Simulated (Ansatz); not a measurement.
The structure below was relaxed with PBE (Ansatz, a program for electronic structure; PAW; 420 eV plane waves; scalar-relativistic without spin-orbit coupling), at pressure 22.5 GPa.

```
BaO
1.0
    0.00000     2.60355     2.60355
    2.60355     0.00000     2.60355
    2.60355     2.60355     0.00000
O Ba
1 1
Cartesian
  0.00000   0.00000   0.00000
  2.60355   2.60355   2.60355
```

Problem. Find the space group and the Wyckoff positions.

Solution. Space group Fm-3m (No. 225); a = b = c = 5.207 Å, α = β = γ = 90.00°

| atom | site | symmetry | x | y | z |
|---|---|---|---|---|---|
| O | 4a | m-3m | 0.0000 | 0.0000 | 0.0000 |
| Ba | 4b | m-3m | 0.5000 | 0.5000 | 0.5000 |

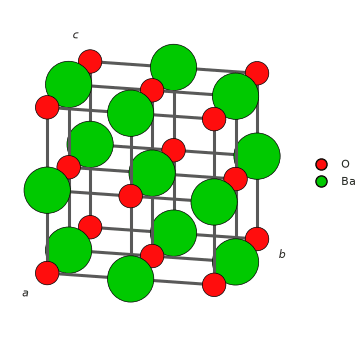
The conventional cell

Load acts through the strain it causes; cell and atoms are relaxed under it. No phonon test of stability was made. No other phases were tried under pressure. The cell was made from BaO in the rock salt structure (space group Fm-3m, No. 225) by this change: pressure 22.5 GPa.
